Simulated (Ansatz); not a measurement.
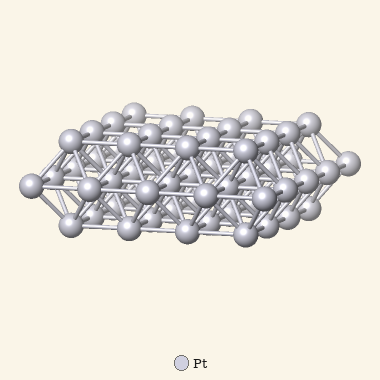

The system is H₂ on a Pt(100) slab cut from the Fm-3m phase, its upper half relaxed before the scan (12 atoms of substrate and one adsorbate in a 2 × 2 cell); the picture shows it without the atoms that are moved over the map. H2 lies flat over one site of a rigid substrate while its bond length and height are varied; it sits over a hollow of the top layer over the deeper atom Pt5, heights counted from the top plane, its axis along the first surface vector. Coordinates scanned: (1) distance H13-H14; (2) height of the H2 axis above the plane of Pt9. The grid has 8 × 9 points. At 15 points there is no value (left out: too close to the surface, or the stretched molecule far from it). Points are written as (first, second). Energies are in eV, from the lowest grid point. Method: Ansatz, DFT PBE, scalar-relativistic, plane waves, PAW. Settings: cutoff 420 eV, k-mesh 5×5×1, gaussian smearing 0.1 eV, no spin polarisation.

Range: distance H13-H14 from 0.650 to 2.650 Å; height of the H2 axis above the plane of Pt9 from 0.45 to 3.60 Å.

**Predict the map.**

The lowest grid point is at (2.650 Å, 1.09 Å). It lies at the edge of the scanned range, so the true minimum may lie outside. The highest grid point, (0.650 Å, 0.45 Å), lies 3.24 eV above the lowest. On the interpolated surface the lowest path from the intact molecule far from the surface, (0.750 Å, 3.60 Å), to the stretched end of the scan, (2.650 Å, 1.09 Å), has its top at about (0.85 Å, 1.53 Å), about 0.41 eV above the start and 1.6 eV above the end.

| second ↓, first → | 0.650 | 0.750 | 0.919 | 1.181 | 1.495 | 1.849 | 2.235 | 2.650 |
| --- | --- | --- | --- | --- | --- | --- | --- | --- |
| 3.60 | 1.36 | 1.14 | 1.49 | 2.62 | – | – | – | – |
| 3.00 | 1.38 | 1.16 | 1.50 | 2.61 | – | – | – | – |
| 2.60 | 1.44 | 1.21 | 1.54 | 2.59 | – | – | – | – |
| 2.05 | 1.65 | 1.39 | 1.62 | 2.43 | 3.20 | – | – | – |
| 1.73 | 1.87 | 1.54 | 1.63 | 2.11 | 2.39 | 2.34 | 2.16 | 2.04 |
| 1.41 | 2.12 | 1.68 | 1.51 | 1.53 | 1.39 | 1.10 | 0.83 | 0.69 |
| 1.09 | 2.36 | 1.76 | 1.32 | 1.00 | 0.64 | 0.31 | 0.09 | 0.00 |
| 0.77 | 2.68 | 1.97 | 1.37 | 0.90 | 0.58 | 0.45 | 0.49 | 0.57 |
| 0.45 | 3.24 | 2.47 | 1.81 | 1.38 | 1.29 | 1.56 | 2.04 | 2.41 |

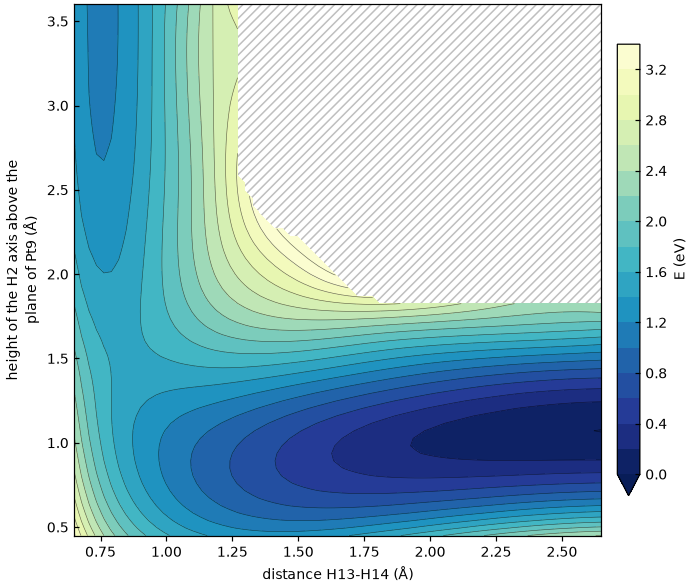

In the figure: filled contours, hatched blanks where no value was computed. Between grid points the surface is interpolated.

Each point was launched as `ansatz run input.yaml --threads 4 --pin off --max-ram 12288MiB --backend cpu --events-out ev --progress --plain --runs-dir out`. The whole map (57 points run) took 51 min on 4 threads of Arm Neoverse N1, with other jobs on the host.

PAW datasets: the set soft_1.
